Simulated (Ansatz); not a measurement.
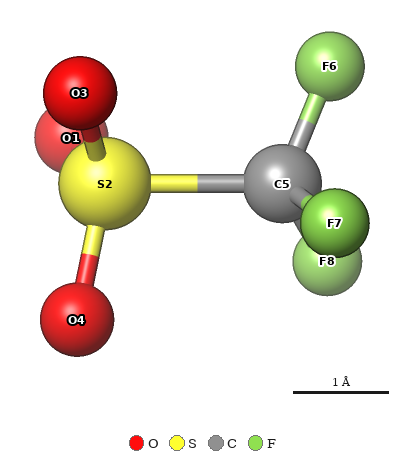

Figure 1. The structure as given in the input (ball-and-stick view, seen on its broad side; atoms are numbered from 1 in the order of the input). Bond lengths as drawn: C–F 1.35 Å, C–S 1.87 Å and O–S 1.49 Å.

## Frequency calculation, with input and output: CF₃O₃S (charge −1)

- system: CF₃O₃S, charge −1
- method: MP2/cc-pVDZ-DK, RHF, sfX2C (Ansatz 0.2.0)

The geometry was optimised with MP2/cc-pVDZ-DK. Figures and captions count atoms from 1; the log counts them from 0 in places.

### Input
```yaml
crystal:
  periodic: [false, false, false]
  atoms:
    - symbol: O
      position_ang: [-0.484673, -1.820239, 0.552156]
    - symbol: S
      position_ang: [0.521056, -0.866117, 0.007951]
    - symbol: O
      position_ang: [1.655848, -0.529207, 0.911686]
    - symbol: O
      position_ang: [0.861176, -1.028801, -1.432831]
    - symbol: C
      position_ang: [-0.441304, 0.733557, -0.006734]
    - symbol: F
      position_ang: [-0.861644, 1.086868, 1.231907]
    - symbol: F
      position_ang: [0.296328, 1.767806, -0.477874]
    - symbol: F
      position_ang: [-1.546787, 0.656162, -0.786260]
basis:
  gaussian:
    orbitals: cc-pVDZ-DK.json
    fitting:
      mean_field: cc-pVTZ-jkfit
total_charge: -1
correlation:
  method: mp2
  electrons: outside_noble_gas
phonons:
  temperatures:
    t_min: 200
    t_max: 1000
    t_step: 200
```

Machine: 1 thread of Arm Neoverse V2, 24 GiB of memory available, shared host.

Launch command:
```bash
ansatz run in.yaml --threads 1 --pin off --max-ram 3480MiB --events-out events.jsonl --progress --plain --runs-dir runs
```

### Log
```
Functional definition: HF
  name "HF"
  exchange = exact_x
  correlation = 0
these checks for a lower state are left out or cut short: cluster_reference
674 factors; integrals over basis functions are off by at most 1.6e-1 eV
mean field evaluation 1: about -26106.9715 eV, gradient 7.3e1 eV
mean field evaluation 2: about -26112.0739 eV, gradient 5.5e1 eV
mean field evaluation 4: about -26117.2288 eV, gradient 1.3e0 eV
mean field -26117.23627874 eV, -959.7907303450 hartree, gradient 1.7e-6 eV, S^2 0.000000; 0 other end points of the search recorded, 0 dependent functions left out
12 core orbitals not correlated: weight in the atoms' cores, before any rotation towards them, 1.000 or more for the frozen orbitals, at most 0.000 for the correlated occupied ones
reference -26117.23627874 eV, -959.7907303450 hartree; 25, 25 occupied and 79, 79 virtual orbitals, 674 factors
second order -37.70003909 eV of doubles, -0.00000000 eV of singles
the calculation of the forces begins
mean field evaluation 8: about -26117.2363 eV, gradient 1.7e-6 eV
these checks for a lower state are left out or cut short: starts, cluster_reference, orbital_swaps, neighbouring_geometries, increment
674 factors; integrals over basis functions are off by at most 1.6e-1 eV
mean field -26117.23991048 eV, -959.7908638090 hartree, gradient 1.6e-6 eV, S^2 0.000000; 0 other end points of the search recorded, 0 dependent functions left out
[... from here on the field's lines of each further geometry are left out, up to the last ...]
12 core orbitals not correlated: weight in the atoms' cores, before any rotation towards them, 1.000 or more for the frozen orbitals, at most 0.000 for the correlated occupied ones
reference -26117.23848778 eV, -959.7908115258 hartree; 25, 25 occupied and 79, 79 virtual orbitals, 674 factors
second order -37.69777105 eV of doubles, -0.00000000 eV of singles
the calculation of the forces begins
these checks for a lower state are left out or cut short: starts, cluster_reference, orbital_swaps, neighbouring_geometries, increment
674 factors; integrals over basis functions are off by at most 1.6e-1 eV
mean field -26117.23395276 eV, -959.7906448670 hartree, gradient 2.7e-6 eV, S^2 0.000000; 0 other end points of the search recorded, 0 dependent functions left out
12 core orbitals not correlated: weight in the atoms' cores, before any rotation towards them, 1.000 or more for the frozen orbitals, at most 0.000 for the correlated occupied ones
reference -26117.23395276 eV, -959.7906448670 hartree; 25, 25 occupied and 79, 79 virtual orbitals, 674 factors
second order -37.70231396 eV of doubles, -0.00000000 eV of singles
the calculation of the forces begins
Total energy: -26154.93631782 eV, -961.1761812275 hartree
Relativity: scalar
Atom 0 at    -0.484673    -1.820239     0.552156 Å, force     0.000096     0.000080     0.000031 eV/Å
Atom 1 at     0.521056    -0.866117     0.007951 Å, force    -0.000608     0.001001    -0.000050 eV/Å
Atom 2 at     1.655848    -0.529207     0.911686 Å, force    -0.000034    -0.000001    -0.000117 eV/Å
Atom 3 at     0.861176    -1.028801    -1.432831 Å, force    -0.000090    -0.000025     0.000122 eV/Å
Atom 4 at    -0.441304     0.733557    -0.006734 Å, force     0.002057    -0.003396     0.000057 eV/Å
Atom 5 at    -0.861644     1.086868     1.231907 Å, force    -0.000836     0.000580     0.002291 eV/Å
Atom 6 at     0.296328     1.767806    -0.477874 Å, force     0.001421     0.001912    -0.000804 eV/Å
Atom 7 at    -1.546787     0.656162    -0.786260 Å, force    -0.002006    -0.000151    -0.001530 eV/Å
Dipole moment:    -0.426948     0.709690    -0.006514 e Å
Vibrations: 57.87 189.44 189.44 289.45 332.97 332.98 500.48 500.48 560.66 560.66 622.72 736.81 1015.55 1179.31 1179.32 1240.45 1277.72 1277.73 cm⁻¹, zero-point energy 0.746635 eV
Checks for a lower state left out: cluster_reference
```

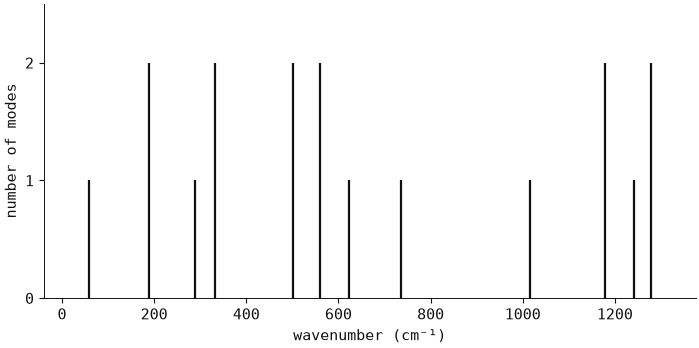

Figure 2. Harmonic vibrational wavenumbers from the force constants; neighbouring modes closer than 6 cm⁻¹ are counted in one stick. 18 modes from 58 to 1278 cm⁻¹, none imaginary.

### Key numbers

| quantity | value |
| --- | --- |
| outcome | converged |
| total energy | −961.176181 hartree |
| SCF energy | −959.790730 hartree |
| MP2 energy | −961.176181 hartree |
| correlation energy | −1.385451 hartree |
| basis functions | 116 |
| largest force | 0.004 eV/Å |
| SCF solution under orbital rotations | stable |
| zero-point energy | 0.027438 hartree |
| wavenumbers, lowest and highest | 58 and 1278 cm⁻¹ |
| wall time | 3.7 min |
| peak memory | 0.21 GiB |
